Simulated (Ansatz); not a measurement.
# Two runs on GeH4

System: GeH4, SMILES [GeH4].
Method of run 1: RKS wB97M-V/def2-SVP (Ansatz 0.2.0).

The geometry comes from this level: PBE0-D4/def2-TZVP. Text and figures count atoms from 1; the logs count them from 0 in places.

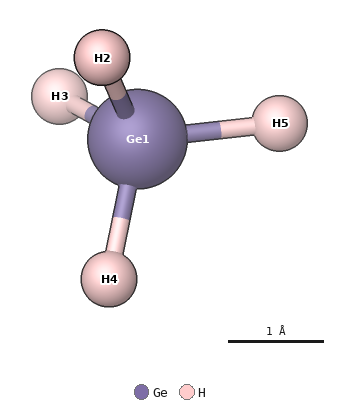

Figure 1. The structure (ball-and-stick view, seen at a tilt; atoms are numbered from 1 in the order of the input). Sticks mark near contacts.

## The input, run 1
```yaml
crystal:
  periodic: [false, false, false]
  atoms:
    - {symbol: Ge, position_ang: [0.000062, 0.000070, -0.000034]}
    - {symbol: H, position_ang: [1.148134, -0.756324, 0.680597]}
    - {symbol: H, position_ang: [-1.238820, -0.029976, 0.904175]}
    - {symbol: H, position_ang: [-0.329182, -0.669134, -1.340632]}
    - {symbol: H, position_ang: [0.419817, 1.455363, -0.244116]}
basis:
  gaussian: {orbitals: def2-SVP}
hamiltonian: {xc: {name: wB97M-V}}
output: {orbitals: {seedname: orbitals}}
```

Hardware: 2 CPU threads, shared host.

## Output (run 1)
```
Functional definition: wB97M-V
  parameter omega = 0.3/bohr
  parameter cx = 0.15
  parameter cx01 = 1.007
  parameter cx10 = 0.259
  parameter css00 = 0.443
  parameter css04 = -1.437
  parameter css10 = -4.535
  parameter css20 = -3.390
  parameter css43 = 4.278
  parameter cos00 = 1.000
  parameter cos10 = 1.358
  parameter cos20 = 2.924
  parameter cos21 = -8.812
  parameter cos60 = -1.390
  parameter cos61 = 9.142
  parameter b = 6.0
  parameter c = 0.01
  gx(w, u) = 1 - cx + cx01*u + cx10*w
  gss(w, u) = css00 + css04*u^4 + css10*w + css20*w^2 + css43*w^4*u^3
  gos(w, u) = cos00 + cos10*w + (cos20 + cos21*u)*w^2 + (cos60 + cos61*u)*w^6
  exchange = spin_sum(e_x_unif_sr(omega)*gx(b97_w, b97_u_x)) + cx*exact_x_sr(omega) + exact_x_lr(omega)
  correlation = spin_sum(e_c_pw_mod_same_spin*gss(b97_w, b97_u_same))
      + integral(e_c_pw_mod_opposite_spin*gos(b97_w_opposite, b97_u_opposite)) + vv10(b, c)
520 factors; integrals over basis functions are off by at most 1.4e-3 eV
162 factors; integrals over basis functions are off by at most 3.6e-6 eV
mean field evaluation 1: about -56571.8925 eV, gradient 1.3e1 eV
mean field evaluation 2: about -56571.9939 eV, gradient 1.1e1 eV
mean field evaluation 4: about -56572.0876 eV, gradient 5.6e-2 eV
mean field evaluation 8: about -56572.1067 eV, gradient 3.3e-3 eV
mean field -56572.10667907 eV, -2078.9865745046 hartree, gradient 8.5e-5 eV, S^2 0.000000; 0 other end points of the search recorded, 0 dependent functions left out
reference -56572.10671248 eV, -2078.9865757323 hartree; 18, 18 occupied and 34, 34 virtual orbitals, 520 factors
Total energy: -56572.10671248 eV, -2078.9865757323 hartree
```

For run 2 the input was changed thus:
```diff
-  gaussian: {orbitals: def2-SVP}
+  gaussian: {orbitals: "def2-QZVPP.json"}
```

What does this change do to the results?

The total energy of run 2 is 194.3 kcal/mol lower, which measures the change of basis and not a stability. The HOMO goes from −11.83 to −11.91 eV. The LUMO goes from 3.43 to 2.05 eV. The basis functions go from 52 to 209.

## Output (run 2)
```
Functional definition: wB97M-V
  parameter omega = 0.3/bohr
  parameter cx = 0.15
  parameter cx01 = 1.007
  parameter cx10 = 0.259
  parameter css00 = 0.443
  parameter css04 = -1.437
  parameter css10 = -4.535
  parameter css20 = -3.390
  parameter css43 = 4.278
  parameter cos00 = 1.000
  parameter cos10 = 1.358
  parameter cos20 = 2.924
  parameter cos21 = -8.812
  parameter cos60 = -1.390
  parameter cos61 = 9.142
  parameter b = 6.0
  parameter c = 0.01
  gx(w, u) = 1 - cx + cx01*u + cx10*w
  gss(w, u) = css00 + css04*u^4 + css10*w + css20*w^2 + css43*w^4*u^3
  gos(w, u) = cos00 + cos10*w + (cos20 + cos21*u)*w^2 + (cos60 + cos61*u)*w^6
  exchange = spin_sum(e_x_unif_sr(omega)*gx(b97_w, b97_u_x)) + cx*exact_x_sr(omega) + exact_x_lr(omega)
  correlation = spin_sum(e_c_pw_mod_same_spin*gss(b97_w, b97_u_same))
      + integral(e_c_pw_mod_opposite_spin*gos(b97_w_opposite, b97_u_opposite)) + vv10(b, c)
800 factors; their error is unknown
185 factors; integrals over basis functions are off by at most 9.1e-6 eV
mean field evaluation 1: about -56580.2348 eV, gradient 1.5e1 eV
mean field evaluation 2: about -56580.3544 eV, gradient 1.4e1 eV
mean field evaluation 4: about -56580.4520 eV, gradient 1.1e-1 eV
mean field evaluation 8: about -56580.5343 eV, gradient 3.7e-2 eV
mean field -56580.53433814 eV, -2079.2962852630 hartree, gradient 1.7e-5 eV, S^2 0.000000; 0 other end points of the search recorded, 0 dependent functions left out
reference -56580.53438951 eV, -2079.2962871510 hartree; 18, 18 occupied and 191, 191 virtual orbitals, 800 factors
Total energy: -56580.53438951 eV, -2079.2962871510 hartree
```

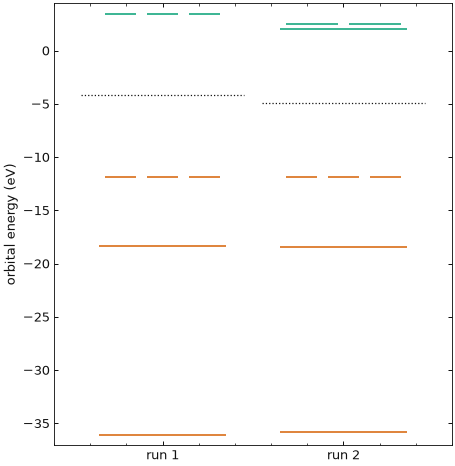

Figure 2. The five highest filled and three lowest empty orbital energies of the two runs; the dotted lines part filled from empty levels. The HOMO–LUMO gap is 15.27 eV in run 1 and 13.95 eV in run 2.

## The two runs side by side

| quantity | run 1 | run 2 |
| --- | --- | --- |
| outcome | converged | converged |
| total energy (hartree) | −2078.986576 | −2079.296287 |
| HOMO (eV) | −11.83 | −11.91 |
| LUMO (eV) | 3.43 | 2.05 |
| basis functions | 52 | 209 |
| wall time (shared host) | 1.6 s | 4.9 s |
